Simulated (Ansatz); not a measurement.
Geometry relaxation of SnH$_{5}$F

SnH$_{5}$F, computed with RKS PBE-D4/def2-TZVP (Ansatz 0.2.0).

It belongs to a series of runs on one base structure; here: end point B relaxed. Figures and captions count atoms from 1; the log counts them from 0 in places.

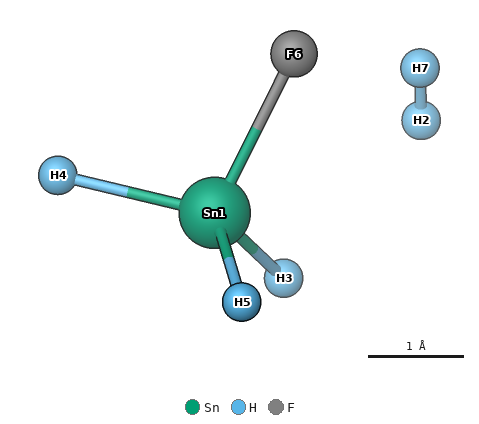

*The structure as given in the input (ball-and-stick view, seen at a tilt; atoms are numbered from 1 in the order of the input). Sticks mark near contacts.*

**Results in brief**

| quantity | value |
| --- | --- |
| outcome | converged |
| total energy | −8627.6072 eV |
| mean-field energy | −8627.5320 eV |
| largest force (length of the vector) at the end | 0.016 eV/Å |
| hardware | 4 threads of AMD EPYC (Zen 5), 32 GiB of memory available, shared host |
| wall time | 4.3 s (CPU time 14 s) |
| peak memory | 0.19 GiB |

**Input**
```yaml
crystal:
  periodic: [false, false, false]
  atoms:
    - { symbol: Sn, position_ang: [-0.471463, 0.0, -0.456559] }
    - { symbol: H, position_ang: [0.160667, 3.1e-05, 2.424355] }
    - { symbol: H, position_ang: [1.028648, -4.0e-06, 0.368425] }
    - { symbol: H, position_ang: [-0.713908, 1.441415, -1.358223] }
    - { symbol: H, position_ang: [-0.713916, -1.441414, -1.358222] }
    - { symbol: F, position_ang: [-1.881624, 2.0e-06, 0.826287] }
    - { symbol: H, position_ang: [-0.549703, -3.1e-05, 2.483237] }
basis:
  gaussian: { orbitals: def2-TZVP }
hamiltonian:
  xc: pbe
  dispersion: d4
relax:
  f_tol: 0.03
  max_steps: 50
output:
  orbitals: {}
```

Launch command:
```bash
ansatz run input.yaml --threads 4 --pin off --max-ram 5120MiB --backend cpu --events-out ev --progress --plain --runs-dir out
```

**Output**
```
The last accepted step is kept in [file] (removed where the run ends without a failure and the disk answers)
Engine: ansatz 0.2.0, x86_64-unknown-linux-gnu
Functional definition: PBE
  parameter kappa = 0.804
  parameter beta = 0.06672455060314922
  exchange = pbe_x(kappa = kappa, mu = beta*pi^2/3)
  correlation = pbe_c(beta = beta)
764 factors; their error is unknown
mean field evaluation 1: about -8624.2939 eV, gradient 4.3e1 eV
mean field evaluation 2: about -8604.8184 eV, gradient 1.2e2 eV
mean field evaluation 4: about -8627.2950 eV, gradient 4.7e0 eV
mean field evaluation 8: about -8627.3350 eV, gradient 6.7e-2 eV
mean field evaluation 16: about -8627.3268 eV, gradient 7.2e-5 eV
mean field -8627.32683105 eV, -317.0484132289 hartree, gradient 7.2e-5 eV, S^2 0.000000; 0 other end points of the search recorded, 0 dependent functions left out
the calculation of the forces begins
reference -8627.32687857 eV, -317.0484149753 hartree; 18, 18 occupied and 93, 93 virtual orbitals, 764 factors
relax step   1: F+E_penalty+E_count = -8627.41296759 eV  Δ(F+E_penalty+E_count) = +0.000e0 eV  max|allowed force component| = 1.629e0 eV/Å  Δτ_max = 0.0000 Å  (25 SCF iters, accepted)
these checks for a lower state are left out or cut short: starts, cluster_reference, orbital_swaps, neighbouring_geometries, increment
764 factors; their error is unknown
mean field -8627.45666956 eV, -317.0531847063 hartree, gradient 1.0e-5 eV, S^2 0.000000; 0 other end points of the search recorded, 0 dependent functions left out
[... from here on the field's lines of each further geometry are left out, up to the last ...]
relax step   2: F+E_penalty+E_count = -8627.54064753 eV  Δ(F+E_penalty+E_count) = -1.277e-1 eV  max|allowed force component| = 2.212e-1 eV/Å  Δτ_max = 0.1959 Å  (28 SCF iters, accepted)
relax step   3: F+E_penalty+E_count = -8627.57840097 eV  Δ(F+E_penalty+E_count) = -3.775e-2 eV  max|allowed force component| = 2.803e-1 eV/Å  Δτ_max = 0.1935 Å  (28 SCF iters, accepted)
relax step   4: F+E_penalty+E_count = -8627.59639651 eV  Δ(F+E_penalty+E_count) = -1.800e-2 eV  max|allowed force component| = 2.204e-1 eV/Å  Δτ_max = 0.1939 Å  (29 SCF iters, accepted)
relax step   5: F+E_penalty+E_count = -8627.60341752 eV  Δ(F+E_penalty+E_count) = -7.021e-3 eV  max|allowed force component| = 4.243e-2 eV/Å  Δτ_max = 0.1653 Å  (29 SCF iters, accepted)
relax step   6: F+E_penalty+E_count = -8627.60569725 eV  Δ(F+E_penalty+E_count) = -2.280e-3 eV  max|allowed force component| = 1.414e-2 eV/Å  Δτ_max = 0.0935 Å  (29 SCF iters, accepted)
relax step   7: F+E_penalty+E_count = -8627.60145794 eV  Δ(F+E_penalty+E_count) = +4.239e-3 eV  max|allowed force component| = 3.972e-1 eV/Å  Δτ_max = 0.1607 Å  (28 SCF iters, rejected (line search))
relax step   8: F+E_penalty+E_count = -8627.60651814 eV  Δ(F+E_penalty+E_count) = -8.209e-4 eV  max|allowed force component| = 1.623e-2 eV/Å  Δτ_max = 0.0784 Å  (29 SCF iters, accepted)
relax step   9: F+E_penalty+E_count = -8627.60650898 eV  Δ(F+E_penalty+E_count) = +9.163e-6 eV  max|allowed force component| = 1.090e-1 eV/Å  Δτ_max = 0.0855 Å  (28 SCF iters, rejected (line search))
relax step  10: F+E_penalty+E_count = -8627.60684510 eV  Δ(F+E_penalty+E_count) = -3.270e-4 eV  max|allowed force component| = 4.295e-2 eV/Å  Δτ_max = 0.0417 Å  (28 SCF iters, accepted)
relax step  11: F+E_penalty+E_count = -8627.60683233 eV  Δ(F+E_penalty+E_count) = +1.278e-5 eV  max|allowed force component| = 6.423e-2 eV/Å  Δτ_max = 0.0469 Å  (29 SCF iters, rejected (line search))
relax step  12: F+E_penalty+E_count = -8627.60701088 eV  Δ(F+E_penalty+E_count) = -1.658e-4 eV  max|allowed force component| = 2.233e-2 eV/Å  Δτ_max = 0.0229 Å  (30 SCF iters, accepted)
the calculation of the forces begins
reference -8627.53202863 eV, -317.0559541009 hartree; 18, 18 occupied and 93, 93 virtual orbitals, 764 factors
relax step  13: F+E_penalty+E_count = -8627.60710392 eV  Δ(F+E_penalty+E_count) = -9.303e-5 eV  max|allowed force component| = 1.231e-2 eV/Å  Δτ_max = 0.0240 Å  (29 SCF iters, accepted)
```

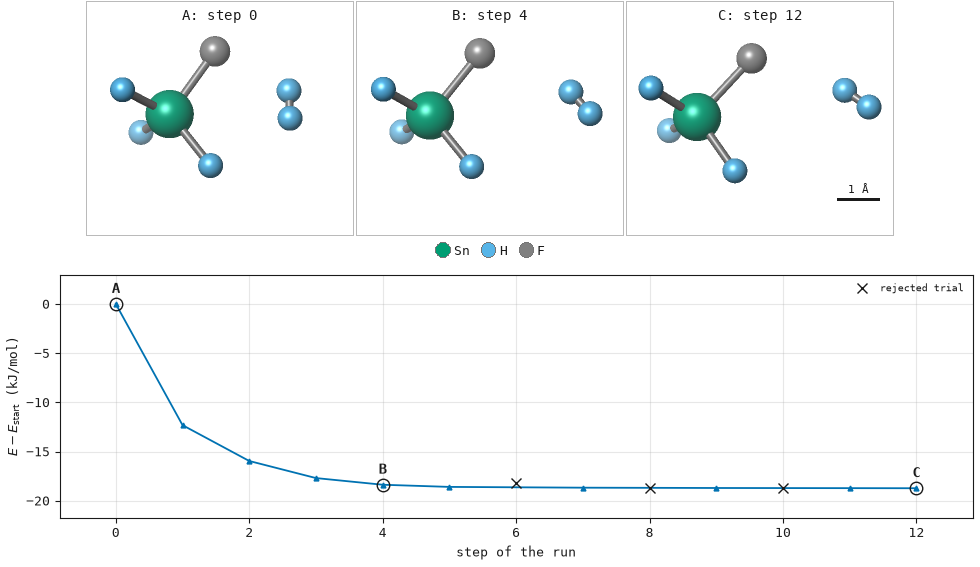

*Frames of the relaxation (ball-and-stick view, seen at a tilt) above the curves, on which the letters mark them (the first geometry is step 0 here and step 1 in the log).*

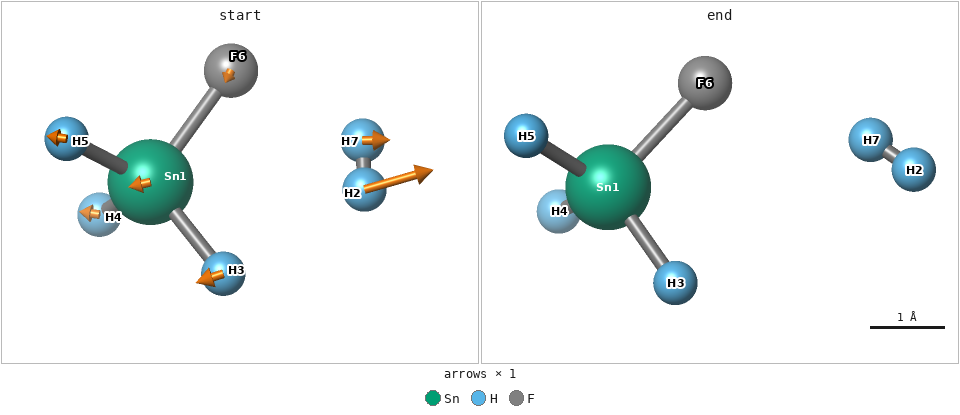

*Before (left) and after (right) the relaxation, at one scale (ball-and-stick view, seen at a tilt). The orange arrows give the displacements, at true length.*

H2 moves most after the best rigid fit: 0.98 Å. By element the largest moves are H 0.98 Å, Sn 0.31 Å, F 0.19 Å. Distances before and after: Sn1–F6 1.906 → 1.955 Å, H2–H7 0.713 → 0.754 Å. Among the angles that change: H3–Sn1–F6 108.9° → 104.7°. After 12 geometry steps the energy has fallen by 18.7 kJ/mol. The largest force component goes from 1.6 to 0.012 eV/Å. The line search rejected the trial steps at points 6, 8, 10 (counted from 0) and went back. (Atoms are counted from 1 in the order of the input.)

```
764 factors; their error is unknown
mean field -8627.53197788 eV, -317.0559522360 hartree, gradient 1.9e-5 eV, S^2 0.000000; 1 other end points of the search recorded, 0 dependent functions left out
the calculation of the forces begins
reference -8627.53202863 eV, -317.0559541009 hartree; 18, 18 occupied and 93, 93 virtual orbitals, 764 factors
Total energy: -8627.60715467 eV, -317.0587149318 hartree
Atom 0 at    -0.460001    -0.000003    -0.766755 Å, force     0.003282     0.000000    -0.001633 eV/Å
Atom 1 at     0.063985     0.000011     3.391727 Å, force    -0.012308    -0.000000    -0.010282 eV/Å
Atom 2 at     1.090372    -0.000009    -0.035268 Å, force    -0.003451     0.000000    -0.000551 eV/Å
Atom 3 at    -0.823298     1.437174    -1.628441 Å, force    -0.001565     0.000228     0.002828 eV/Å
Atom 4 at    -0.823301    -1.437171    -1.628455 Å, force    -0.001565    -0.000228     0.002828 eV/Å
Atom 5 at    -1.714205    -0.000008     0.732425 Å, force     0.003927    -0.000000    -0.004587 eV/Å
Atom 6 at    -0.474850     0.000006     2.864067 Å, force     0.011681     0.000000     0.011397 eV/Å
Dipole moment:     0.345515     0.000001    -0.464376 e Å
```

**Trajectory as extended XYZ (Å, eV, eV/Å), 13 frames, from step=1 to step=13**
```
7
Properties=species:S:1:pos:R:3:forces:R:3 step=1 energy=-8627.41297
Sn   -0.4715    0.0000   -0.4566    0.8206   0.0000  -0.9952
H     0.1607    0.0000    2.4244    1.6291   0.0001   0.1537
H     1.0286    0.0000    0.3684    0.0178   0.0000  -0.0219
H    -0.7139    1.4414   -1.3582   -0.0362  -0.0148   0.0091
H    -0.7139   -1.4414   -1.3582   -0.0362   0.0148   0.0091
F    -1.8816    0.0000    0.8263   -0.9164   0.0000   0.5576
H    -0.5497    0.0000    2.4832   -1.4786  -0.0001   0.2875
7
Properties=species:S:1:pos:R:3:forces:R:3 step=2 energy=-8627.54065
Sn   -0.4666    0.0000   -0.5340    0.2212   0.0000  -0.1812
H     0.2165    0.0000    2.6121   -0.0727   0.0000   0.1406
H     1.0215    0.0000    0.3241   -0.0602   0.0000  -0.0331
H    -0.7273    1.4545   -1.3963   -0.0104   0.0106  -0.0757
H    -0.7273   -1.4545   -1.3963   -0.0104  -0.0106  -0.0758
F    -1.9202    0.0000    0.7558   -0.1806   0.0000   0.1557
H    -0.5379    0.0000    2.5638    0.1131   0.0000   0.0695
7
Properties=species:S:1:pos:R:3:forces:R:3 step=3 energy=-8627.57840
Sn   -0.4734    0.0000   -0.5939    0.0333   0.0000  -0.0694
H     0.2268    0.0000    2.8054   -0.2596   0.0000   0.0329
H     1.0029    0.0000    0.2748   -0.0019   0.0000  -0.0012
H    -0.7386    1.4451   -1.4764   -0.0125  -0.0053  -0.0233
H    -0.7386   -1.4451   -1.4764   -0.0125   0.0053  -0.0233
F    -1.9003    0.0000    0.7395   -0.0272   0.0000   0.0123
H    -0.5199    0.0000    2.6562    0.2803   0.0000   0.0721
7
Properties=species:S:1:pos:R:3:forces:R:3 step=4 energy=-8627.59640
Sn   -0.4759    0.0000   -0.6551    0.0069   0.0000  -0.0401
H     0.2214    0.0000    2.9993   -0.2150   0.0000  -0.0293
H     0.9987    0.0000    0.2164    0.0082   0.0000  -0.0108
H    -0.7575    1.4391   -1.5443    0.0011  -0.0046  -0.0033
H    -0.7575   -1.4391   -1.5443    0.0011   0.0046  -0.0033
F    -1.8742    0.0000    0.7083   -0.0227   0.0000   0.0179
H    -0.4963    0.0000    2.7490    0.2204   0.0000   0.0689
7
Properties=species:S:1:pos:R:3:forces:R:3 step=5 energy=-8627.60342
Sn   -0.4792    0.0000   -0.6922   -0.0012   0.0000   0.0046
H     0.1795    0.0000    3.1592    0.0369   0.0000   0.0389
H     1.0151    0.0000    0.1476   -0.0092   0.0000   0.0038
H    -0.7714    1.4395   -1.5760   -0.0099   0.0003  -0.0054
H    -0.7714   -1.4395   -1.5760   -0.0099  -0.0003  -0.0054
F    -1.8523    0.0000    0.7008    0.0356   0.0000  -0.0151
H    -0.4615    0.0000    2.7659   -0.0424   0.0000  -0.0213
7
Properties=species:S:1:pos:R:3:forces:R:3 step=6 energy=-8627.60570
Sn   -0.4703    0.0000   -0.7226   -0.0141   0.0000   0.0141
H     0.1436    0.0000    3.2456   -0.0107   0.0000   0.0036
H     1.0387    0.0000    0.0891    0.0059   0.0000  -0.0058
H    -0.7919    1.4379   -1.5984    0.0010   0.0041  -0.0061
H    -0.7919   -1.4379   -1.5984    0.0010  -0.0041  -0.0061
F    -1.8016    0.0000    0.7091    0.0088   0.0000  -0.0037
H    -0.4680    0.0000    2.8050    0.0082   0.0000   0.0040
7
Properties=species:S:1:pos:R:3:forces:R:3 step=7 energy=-8627.60146 accepted=F
Sn   -0.4715    0.0000   -0.7571    0.0306   0.0000   0.0034
H     0.0811    0.0000    3.3936   -0.3776   0.0000  -0.3972
H     1.0744    0.0000   -0.0129   -0.0254   0.0000   0.0142
H    -0.8097    1.4370   -1.6291   -0.0214   0.0025   0.0102
H    -0.8097   -1.4370   -1.6291   -0.0214  -0.0025   0.0102
F    -1.7506    0.0000    0.7235    0.0448   0.0000  -0.0374
H    -0.4552    0.0000    2.8402    0.3704   0.0000   0.3966
7
Properties=species:S:1:pos:R:3:forces:R:3 step=8 energy=-8627.60652
Sn   -0.4660    0.0000   -0.7480    0.0037   0.0000   0.0067
H     0.1118    0.0000    3.3172   -0.0155   0.0000  -0.0003
H     1.0673    0.0000    0.0191   -0.0055   0.0000  -0.0001
H    -0.8067    1.4387   -1.6168   -0.0040  -0.0042   0.0012
H    -0.8067   -1.4387   -1.6168   -0.0040   0.0042   0.0012
F    -1.7574    0.0000    0.7197    0.0091   0.0000  -0.0098
H    -0.4837    0.0000    2.8549    0.0162   0.0000   0.0010
7
Properties=species:S:1:pos:R:3:forces:R:3 step=9 energy=-8627.60651 accepted=F
Sn   -0.4554    0.0000   -0.7701   -0.0325   0.0000   0.0152
H     0.0738    0.0000    3.3938   -0.1090   0.0000  -0.0973
H     1.0922    0.0000   -0.0299   -0.0203   0.0000  -0.0166
H    -0.8268    1.4357   -1.6319    0.0173  -0.0023   0.0044
H    -0.8268   -1.4357   -1.6319    0.0173   0.0023   0.0044
F    -1.7182    0.0000    0.7230    0.0197   0.0000  -0.0045
H    -0.4801    0.0000    2.8764    0.1076   0.0000   0.0945
7
Properties=species:S:1:pos:R:3:forces:R:3 step=10 energy=-8627.60685
Sn   -0.4641    0.0000   -0.7578    0.0031   0.0000   0.0144
H     0.0909    0.0000    3.3534   -0.0429   0.0000  -0.0314
H     1.0742    0.0000   -0.0017    0.0023   0.0000  -0.0032
H    -0.8134    1.4391   -1.6220   -0.0040  -0.0035  -0.0014
H    -0.8134   -1.4390   -1.6220   -0.0040   0.0035  -0.0014
F    -1.7388    0.0000    0.7243    0.0031   0.0000  -0.0091
H    -0.4767    0.0000    2.8552    0.0424   0.0000   0.0321
7
Properties=species:S:1:pos:R:3:forces:R:3 step=11 energy=-8627.60683 accepted=F
Sn   -0.4585    0.0000   -0.7639   -0.0135   0.0000  -0.0177
H     0.0663    0.0000    3.3933   -0.0642   0.0000  -0.0614
H     1.0925    0.0000   -0.0337   -0.0106   0.0000   0.0031
H    -0.8243    1.4332   -1.6313    0.0040   0.0084   0.0106
H    -0.8243   -1.4332   -1.6314    0.0040  -0.0084   0.0106
F    -1.7181    0.0000    0.7312    0.0173   0.0000  -0.0069
H    -0.4750    0.0000    2.8652    0.0629   0.0000   0.0617
7
Properties=species:S:1:pos:R:3:forces:R:3 step=12 energy=-8627.60701
Sn   -0.4609    0.0000   -0.7624   -0.0063   0.0000   0.0067
H     0.0778    0.0000    3.3721   -0.0223   0.0000  -0.0171
H     1.0828    0.0000   -0.0173   -0.0002   0.0000  -0.0024
H    -0.8190    1.4386   -1.6238    0.0014  -0.0031  -0.0019
H    -0.8190   -1.4386   -1.6238    0.0014   0.0031  -0.0019
F    -1.7279    0.0000    0.7260    0.0047   0.0000  -0.0010
H    -0.4750    0.0000    2.8585    0.0213   0.0000   0.0177
7
Properties=species:S:1:pos:R:3:forces:R:3 step=13 energy=-8627.60710
Sn   -0.4600    0.0000   -0.7668    0.0033   0.0000  -0.0016
H     0.0640    0.0000    3.3917   -0.0123   0.0000  -0.0103
H     1.0904    0.0000   -0.0353   -0.0035   0.0000  -0.0006
H    -0.8233    1.4372   -1.6284   -0.0016   0.0002   0.0028
H    -0.8233   -1.4372   -1.6285   -0.0016  -0.0002   0.0028
F    -1.7142    0.0000    0.7324    0.0039   0.0000  -0.0046
H    -0.4748    0.0000    2.8641    0.0117   0.0000   0.0114
```

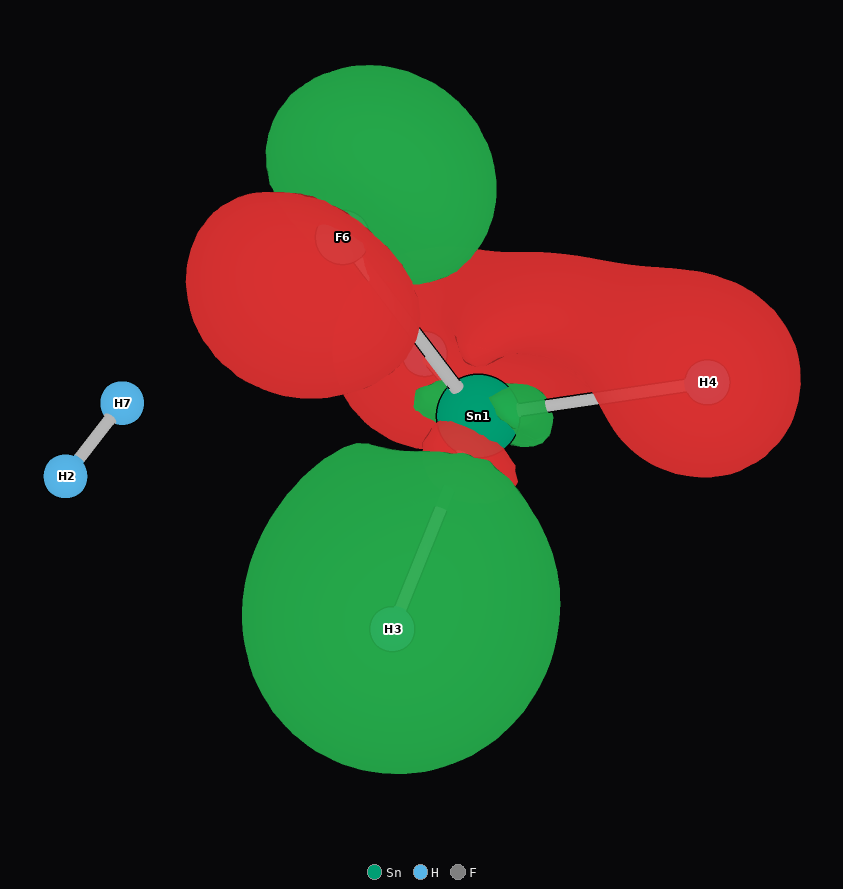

*The HOMO at ±0.1 Å⁻³ᐟ² (green and red are the two phases), seen at an oblique angle.*

By Hirshfeld shares it lies mainly on F6 (45 %), Sn1 (20 %) and H3 (20 %). Its energy is −7.93 eV.

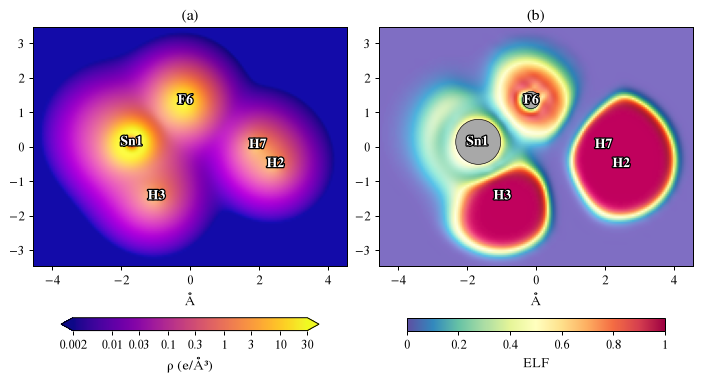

*(a) total electron density; (b) ELF on the plane of atoms H3, Sn1 and F6. Grey discs, where drawn, cover atomic cores.*

Atoms in the plane: Sn, H and F. F6···H7 (2.47 Å): ρ is about 0.08 e/Å³ halfway, with its minimum of 0.05 e/Å³ about 1.4 Å from F; the ELF is only about 0 between them (a non-bonded, intermolecular contact). Sn–F (1.95 Å): ρ at the midpoint is about 0.78 e/Å³; the ELF peaks at about 0.80 in the valence shell of F, 0.5 Å from its nucleus, and drops to about 0.15 between the two atoms. Sn–H (1.71 Å): ρ is about 1.2 e/Å³ halfway, with its minimum of 0.76 e/Å³ about 1.1 Å from Sn; the ELF climbs to about 1 towards the hydrogen, as it does in any bond to H.
